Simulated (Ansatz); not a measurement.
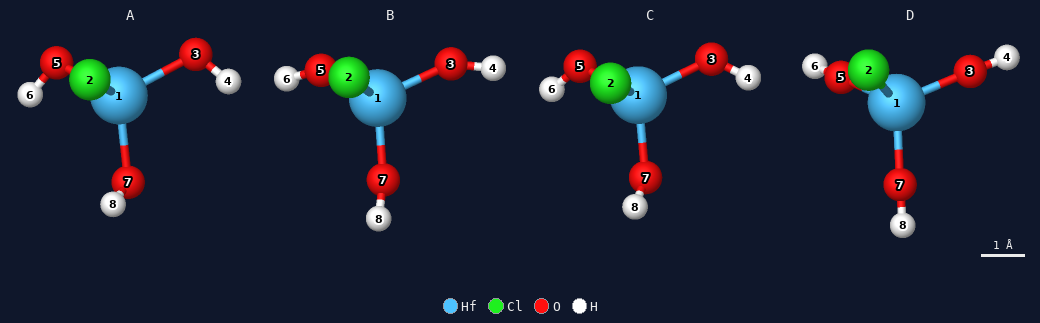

4 geometries from one relaxation of HfH3O3Cl, in shuffled order. The picture is a ball-and-stick view, seen at a tilt.

The run prepares the start of a later molecular dynamics calculation, from a guessed geometry.

Method: RKS CAM-B3LYP-D4/def2-SVP in Ansatz 0.2.0. (no spin polarisation; force threshold 0.02 eV/Å; at most 40 steps)

Order the frames from highest to lowest energy.

A, C, B, D. They are steps 0, 2, 4, 8, at +31.7 kcal/mol, +7.71 kcal/mol, +4.35 kcal/mol relative to the last. Over 8 geometry steps the energy falls by 31.7 kcal/mol. The largest force component goes from 2.9 to 0.016 eV/Å. H6 moves most after the best rigid fit: 0.72 Å. By element the largest moves are H 0.72 Å, O 0.57 Å, Hf 0.25 Å, Cl 0.23 Å. Among the contacts that change: Hf1–O3 2.070 → 1.919 Å, Hf1–Cl2 2.520 → 2.388 Å, O3–H4 1.010 → 0.956 Å. Bond angles that change, for instance: Hf1–O3–H4 109.5° → 176.1°.
